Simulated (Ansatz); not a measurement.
# The potential step between two gates: puckered SnSe bilayer, AB

Two oppositely charged gates put a neutral stack in a displacement field D. The voltage between them is D/ε₀ times an electrical distance, shorter than the real one because the stack screens.

Set-up. Ansatz 0.2.0, plane waves with PAW datasets (its set soft_2), PBE-D3(BJ); isolated slab, charged sheets 6 Å from the outer atoms behind model barriers, atoms held. Voltages count from the uncharged case.

```
  run  D/ε₀ (V/nm)  step in an electron's potential, upper less lower gate (eV)
run 1        0.000                                                        0.000
run 2        0.543                                                        0.529
run 3        1.086                                                        1.057
run 4        2.171                                                        2.115
run 5        4.343                                                            ?
```

Q: Estimate the withheld value from the rows shown.

A least-squares line through the 4 rows shown has slope 0.9742 and intercept −0.0002; no row lies more than 0.001 eV off it. The size of the slope, 0.974 nm, is the electrical distance; the sheets are 2.066 nm apart, and screening reaches beyond the outer atoms. At 4.343 it gives 0.9742 × 4.343 + (−0.0002) = 4.231 eV, beyond the rows fitted. Rounding and scatter of the rows alone allow about ±0.003 eV there.

The run itself gives 4.227 eV: a miss of −0.004 eV, or 0.1 % of the value. Screening stays linear to within 1 % over this range.

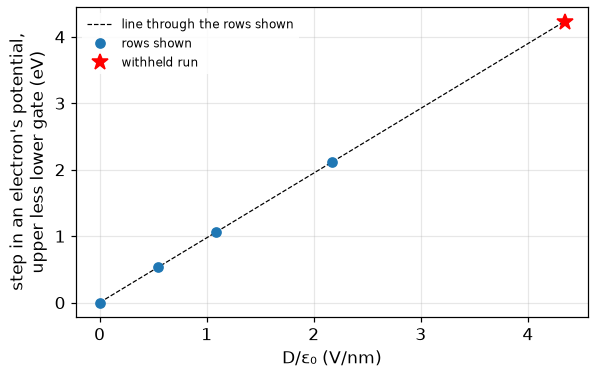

The fit and the withheld run.

Caveats: The gates are model sheets, not atoms.

[Logs are printed without paths, hosts, clocks, repeated set-up lines and the standing remarks that a program may print on its own settings, such as how far it seeks lower states.]
